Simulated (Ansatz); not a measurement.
**C₂H₄Al (SMILES C=[CH][AlH+]) (charge +1): density, localisation and related maps**

Input file:

```
crystal:
  periodic: [false, false, false]
  atoms:
    - {symbol: C, position_ang: [-0.769269, 0.591074, 0.277075]}
    - {symbol: C, position_ang: [0.577905, 0.427659, 0.376436]}
    - {symbol: Al, position_ang: [1.671555, -0.093516, -1.093621]}
    - {symbol: H, position_ang: [1.071049, 0.602819, 1.351100]}
    - {symbol: H, position_ang: [2.561123, -0.523526, -2.313168]}
    - {symbol: H, position_ang: [-1.343608, 0.438777, -0.651586]}
    - {symbol: H, position_ang: [-1.361915, 0.894443, 1.157686]}
basis:
  gaussian:
    orbitals: def2-TZVPD
total_charge: 1
magnetization:
  spin_polarized: false
  initial_magnetization: 0
hamiltonian:
  xc: pbe0
output:
  forces: true
  orbitals: {seedname: orbitals}
```

Launched as:

```sh
ansatz run input.yaml --threads 1 --pin off --max-ram 2610MiB --events-out events.jsonl --progress --plain --runs-dir runs
```

Geometry: BLYP-D3(BJ)/def2-SVP.

These are results of Ansatz, isolated molecule in a Gaussian basis; Kohn-Sham density functional theory, functional PBE0, not measurements.

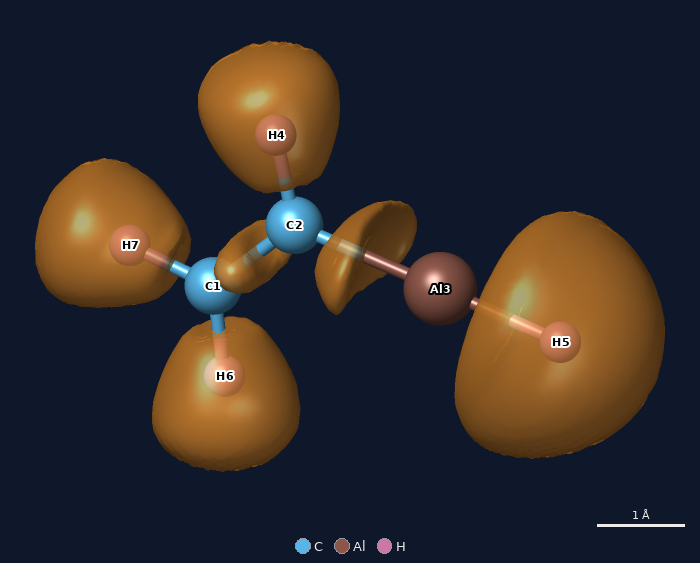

Figure 1. Isosurface of the electron localisation function at 0.85 (orange), seen at a tilt. Core shells and regions of very low density are left out.

> Identify the bonds, lone pairs and shells in this picture.

The ELF exceeds this value in one region between bonded Al–C atoms (shared pairs), one region between bonded C–C atoms (shared pairs) and four regions around hydrogen nuclei. Profiles from the grid: C–C (1.36 Å): the ELF peaks at about 0.95 between the atoms (localised, covalent bonding). C–Al (1.90 Å): the ELF peaks at about 0.95 between the atoms: a polar covalent bond.

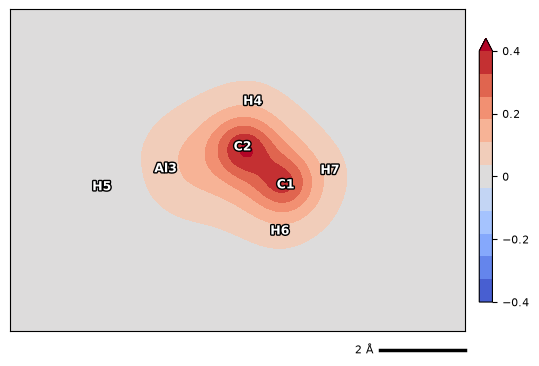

Figure 2. The HOMO on a plane 0.8 Å above the molecular plane (values in Å⁻³ᐟ²; the overall sign is arbitrary).

> What is the character of this orbital?

It lies mainly on C2 (about 45 %) and C1 (about 35 %); it changes sign across the molecular plane (π type); π-bonding across C1–C2. Its energy is −13.50 eV.

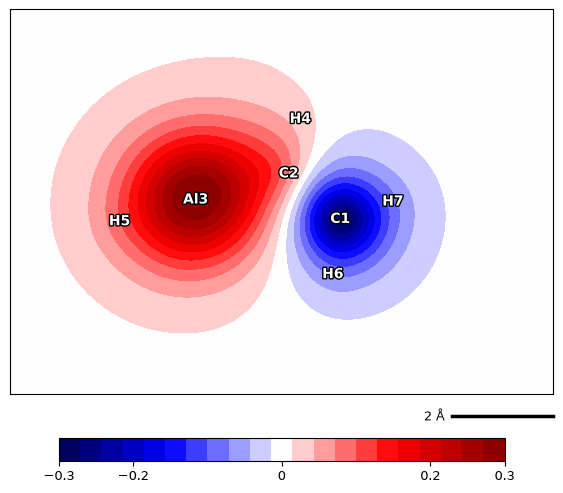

Figure 3. One frontier orbital on a plane 0.8 Å above the molecular plane (values in Å⁻³ᐟ²; the overall sign is arbitrary).

> Which orbital is it: HOMO or LUMO?

The LUMO, at −7.43 eV. By Hirshfeld shares it lies mainly on Al3 (about 65 %), C1 (about 20 %) and C2 (about 10 %); it changes sign across the molecular plane (π type); π-antibonding (a node) across C1–C2.
